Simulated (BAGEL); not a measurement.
# HF/STO-3G (density fitting with cc-pvqz-jkfit) run of C4H2 (1,3-butadiyne)

What is the vertical singlet–triplet gap of C4H2 (1,3-butadiyne) at HF/STO-3G (density fitting with cc-pvqz-jkfit)? 

The results are computed with BAGEL 1.2.2.

## Step 1: The structure to begin with

The species is C4H2 (6 atoms), meant as a singlet with charge 0. SMILES: `C#CC#C`. The shape is that of a PBE0-D4/def2-TZVP optimisation.

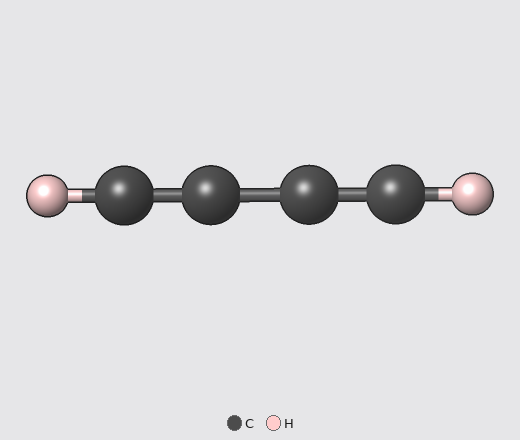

The structure, seen from a chosen angle (carbon dark grey, hydrogen pink).

## Step 2: The energy at HF/STO-3G (density fitting with cc-pvqz-jkfit)

File job.json:

```json
{ "bagel": [

{
  "title": "molecule",
  "basis": "sto-3g",
  "df_basis": "cc-pvqz-jkfit",
  "angstrom": true,
  "geometry": [
    { "atom": "C", "xyz": [       1.419140,      -1.102190,       0.574700 ] },
    { "atom": "C", "xyz": [       0.512970,      -0.398530,       0.207720 ] },
    { "atom": "C", "xyz": [      -0.513080,       0.398350,      -0.207780 ] },
    { "atom": "C", "xyz": [      -1.419150,       1.102170,      -0.574710 ] },
    { "atom": "H", "xyz": [       2.219890,      -1.723930,       0.898960 ] },
    { "atom": "H", "xyz": [      -2.219770,       1.724120,      -0.898890 ] }
  ]
},

{
  "title": "hf"
},

{
  "title": "print",
  "file": "orbitals.molden",
  "orbitals": true
}

]}
```

Started as:

```bash
BAGEL_NUM_THREADS=1 BAGEL job.json > job.out
```

The log of the run:

```text
* using 1 threads per process

  ===============================================================
  ===============================================================

  *** Geometry ***

  { "atom" : "C", "xyz" : [      2.681786,     -2.082837,      1.086026 ] },
  { "atom" : "C", "xyz" : [      0.969373,     -0.753113,      0.392534 ] },
  { "atom" : "C", "xyz" : [     -0.969581,      0.752772,     -0.392647 ] },
  { "atom" : "C", "xyz" : [     -2.681805,      2.082799,     -1.086045 ] },
  { "atom" : "H", "xyz" : [      4.194984,     -3.257756,      1.698788 ] },
  { "atom" : "H", "xyz" : [     -4.194757,      3.258115,     -1.698656 ] },

  Number of auxiliary basis functions:      526

  Since a DF basis is specified, we compute 2- and 3-index integrals:
    o Being stored without compression. Storage requirement is 0.002 GB

  Number of basis functions:       22
  Number of electrons      :       26

    * METHOD: MOLECULE                             0.19

  *** RHF ***

  === Nuclear Repulsion ===
    77.3949781538

      * DIIS with orbital gradients will be used.

  === RHF iteration (sto-3g) ===
      0       -150.55801380          0.00999791           0.01
      1       -150.58693808          0.00319122           0.01
      2       -150.58878443          0.00222476           0.01
      3       -150.58927810          0.00010886           0.01
      4       -150.58927995          0.00001624           0.01
      5       -150.58928001          0.00000098           0.01
      6       -150.58928001          0.00000012           0.01
      7       -150.58928001          0.00000003           0.01
      8       -150.58928001          0.00000001           0.01
    * SCF iteration converged.

    * Permanent dipole moment:
           (   -0.000030,    -0.000051,    -0.000019) a.u.

    * METHOD: HF                                   0.14

    * METHOD: PRINT                                0.00

  ===============================================================
```

Wall time 0.46 s (1 thread of Arm Neoverse V1, shared host); peak memory 0.082 GiB.

## Step 3: The triplet, same level

File job.json:

```json
{ "bagel" : [

{
  "title" : "molecule",
  "basis" : "sto-3g",
  "df_basis" : "cc-pvqz-jkfit",
  "angstrom" : true,
  "geometry" : [
    { "atom" : "C", "xyz" : [       1.419140,      -1.102190,       0.574700 ] },
    { "atom" : "C", "xyz" : [       0.512970,      -0.398530,       0.207720 ] },
    { "atom" : "C", "xyz" : [      -0.513080,       0.398350,      -0.207780 ] },
    { "atom" : "C", "xyz" : [      -1.419150,       1.102170,      -0.574710 ] },
    { "atom" : "H", "xyz" : [       2.219890,      -1.723930,       0.898960 ] },
    { "atom" : "H", "xyz" : [      -2.219770,       1.724120,      -0.898890 ] }
  ]
},

{
  "title" : "uhf",
  "nopen" : 2
},

{
  "title" : "print",
  "file" : "orbitals.molden",
  "orbitals" : true
}

]}
```

Started as:

```bash
BAGEL_NUM_THREADS=1 BAGEL job.json > job.out
```

The log of the run:

```text
* using 1 threads per process

  ===============================================================
  ===============================================================

  *** Geometry ***

  { "atom" : "C", "xyz" : [      2.681786,     -2.082837,      1.086026 ] },
  { "atom" : "C", "xyz" : [      0.969373,     -0.753113,      0.392534 ] },
  { "atom" : "C", "xyz" : [     -0.969581,      0.752772,     -0.392647 ] },
  { "atom" : "C", "xyz" : [     -2.681805,      2.082799,     -1.086045 ] },
  { "atom" : "H", "xyz" : [      4.194984,     -3.257756,      1.698788 ] },
  { "atom" : "H", "xyz" : [     -4.194757,      3.258115,     -1.698656 ] },

  Number of auxiliary basis functions:      526

  Since a DF basis is specified, we compute 2- and 3-index integrals:
    o Being stored without compression. Storage requirement is 0.002 GB

  Number of basis functions:       22
  Number of electrons      :       26

    * METHOD: MOLECULE                             0.19

  *** Open-shell HF ***

  === Nuclear Repulsion ===
    77.3949781538

      * DIIS with orbital gradients will be used.

  === UHF iteration (sto-3g) ===
      0       -150.33513128          0.01907197           0.02
      1       -150.37613799          0.00589167           0.02
      2       -150.38425579          0.00312888           0.02
      3       -150.38811333          0.00250822           0.02
      4       -150.39021823          0.00233733           0.02
      5       -150.39334272          0.00221927           0.02
      6       -150.39836425          0.00201553           0.02
      7       -150.40226794          0.00179504           0.02
      8       -150.40623873          0.00434930           0.02
      9       -150.39687325          0.00914424           0.02
[... 56 lines of this table left out ...]
     66       -150.40909484          0.00000001           0.02
     67       -150.40909484          0.00000001           0.02
     68       -150.40909484          0.00000001           0.02
     69       -150.40909484          0.00000001           0.02
    * SCF iteration converged.

    * S^2 (UHF) is 2.0715

    * Permanent dipole moment:
           (   -0.000032,    -0.000052,    -0.000024) a.u.

    * METHOD: UHF                                  1.59

    * METHOD: PRINT                                0.00

  ===============================================================
```

Run time: 1.9 s. Hardware: 1 thread of Arm Neoverse V1, shared host; peak memory 0.082 GiB.

## Step 4: Results

Level: HF/STO-3G (density fitting with cc-pvqz-jkfit).

| quantity | value |
| --- | --- |
| singlet: total energy | -150.58928 Eh |
| singlet: dipole moment | 0.00 D |
| singlet: HOMO energy | -8.20 eV |
| singlet: LUMO energy | 7.50 eV |
| singlet: HOMO–LUMO gap | 15.70 eV |
| triplet: total energy | -150.40909 Eh |
| triplet: dipole moment | 0.00 D |
| triplet: ⟨S²⟩ | 2.071 |
| vertical energy of the triplet above the singlet | 4.903 eV |

In words: At this shape the triplet lies 4.90 eV (113 kcal/mol) above the singlet. In a minimal basis such a difference can be off by several eV, whatever the method.
